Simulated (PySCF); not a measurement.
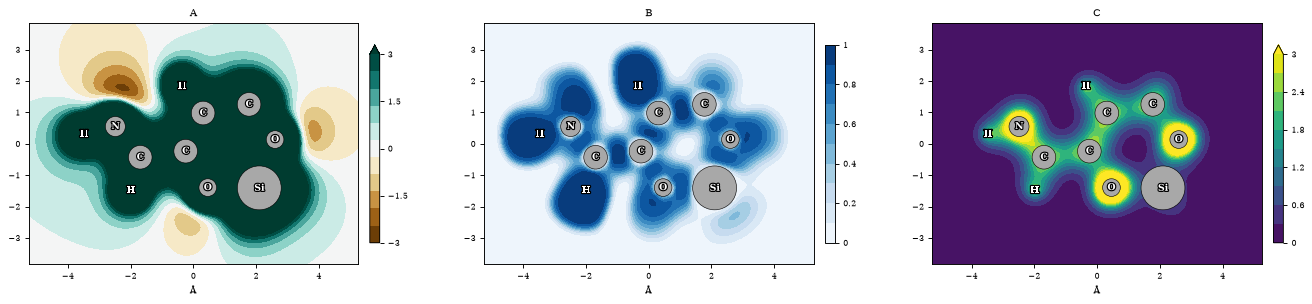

C₄H₇NO₂Si: 3 fields on the plane of atoms C5, C4 and H11, with unlabelled colour scales. Grey discs cover the atomic cores.

Geometry: GFN2-xTB.

Level of theory: PBE0/pcSseg-1, SCF density, gas phase, non-relativistic in PySCF.

Input file:

```
{"job": {"kind": "nmr", "xc": "PBE0", "basis": "pcSseg-1"}, "charge": 0, "multiplicity": 1}
N      2.938935     0.033849     0.422596
C      1.997695    -0.767786     0.173226
C      0.605065    -0.327306     0.167680
C      0.257411     0.939934     0.413004
C     -1.137682     1.463540     0.419848
O     -2.125168     0.564269    -0.010837
Si    -1.891911    -1.029520    -0.219247
O     -0.279421    -1.321351    -0.103397
H      3.869049    -0.377592     0.403406
H      2.114596    -1.835275    -0.053966
H      1.044097     1.644767     0.622621
H     -1.396089     1.791383     1.438161
H     -1.197916     2.345586    -0.232768
H     -2.292377    -1.339477    -1.580265
H     -2.510699    -1.777033     0.866195
```

Run with:

```sh
OMP_NUM_THREADS=1 python probes_run.py task.json out
```

**The panels show electron density, electron localisation function and electrostatic potential in some order. Assign them.**

Panel A: electrostatic potential (strongly positive close to the atoms, with negative regions outside electron-rich atoms). Panel B: electron localisation function. Panel C: electron density. From the grid: C–N (1.26 Å): the density is about 2.8 e/Å³ at the midpoint; the ELF peaks at about 0.90 between the atoms (a short, multiple covalent bond). C–C (1.34 Å): the density is about 2.3 e/Å³ at the midpoint; the ELF peaks at about 0.95 between the atoms (a short, multiple covalent bond).
